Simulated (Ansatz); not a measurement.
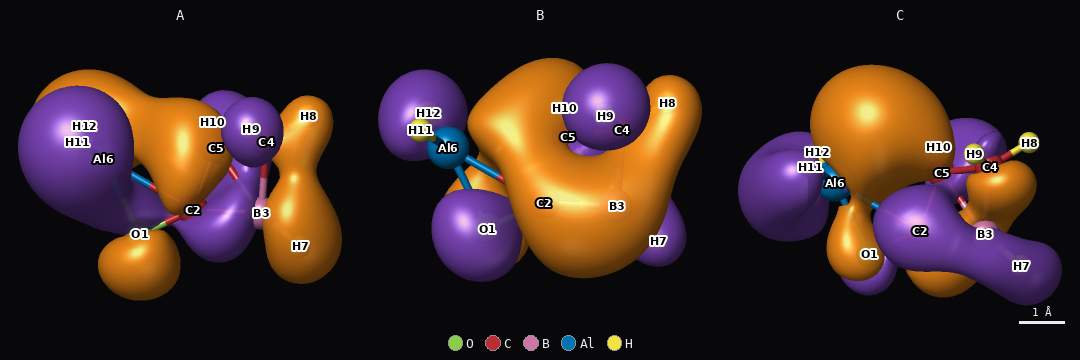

Figure 1: C3H6AlBO. Three frontier orbitals at ±0.06 Å⁻³ᐟ² (orange and purple are the two phases), in no order.

Geometry: PBE0-D4/def2-TZVP.

All numbers below come from RKS PBE0-D4/def2-TZVPP (Ansatz).

```xyz
12

O    -0.5688    0.8404    1.7261
C    -0.3058   -0.1279    0.9048
B    -0.3029   -1.5680    0.4925
C     0.5395   -1.3233   -0.8304
C    -0.2453   -0.0837   -0.5185
Al    0.1941    2.0187    0.5925
H    -1.1411   -2.3832    0.7168
H     0.2435   -1.8704   -1.7230
H     1.6165   -1.2154   -0.7515
H    -0.9165    0.4460   -1.1958
H     1.7443    2.2115    0.7863
H    -0.7802    2.9999   -0.1660
```

### Which picture is the HOMO−1, the HOMO and the LUMO?

A is the HOMO−1 (−8.55 eV). By Hirshfeld shares it lies mainly on Al6 (about 15 %), O1 (about 15 %), C5 (about 15 %), H11 (about 15 %), H12 (about 10 %) and C2 (about 10 %). B is the HOMO (−7.34 eV). It lies mainly on O1 (about 20 %), C2 (about 20 %), B3 (about 20 %), C5 (about 15 %) and C4 (about 10 %). C is the LUMO (−1.29 eV). It lies mainly on Al6 (about 25 %), C2 (about 20 %), C5 (about 15 %), B3 (about 10 %) and O1 (about 5 %).

### What is the HOMO–LUMO gap?

6.05 eV between the orbital energies.
